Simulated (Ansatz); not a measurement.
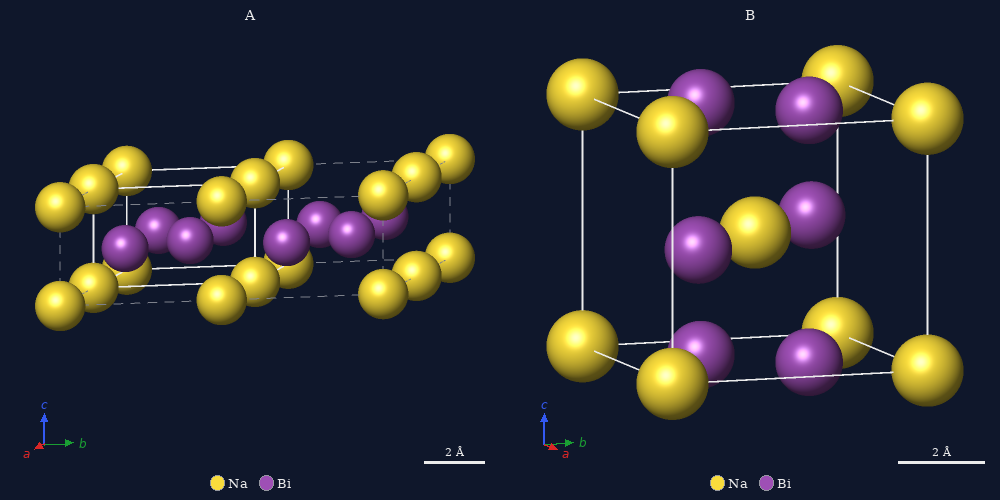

Two structures of NaBi₂, each relaxed to rest (conventional cells in solid outline, small ones repeated, not to one scale). Method: DFT PBE, scalar-relativistic, plane waves, PAW (Ansatz 0.2.0), without spin polarisation.

Characterise the two forms.

A: AlB₂ type, P6/mmm. B: 6 atoms a cell on a primitive tetragonal lattice, P4_2/mnm.

Which is the more stable form at this level of theory?

A is lower, by 460 meV/atom at this level of theory (energies at zero smearing). Volumes: A 31.8, B 40.1 Å³/atom.

One or both may be structure types tried for this composition rather than known phases.
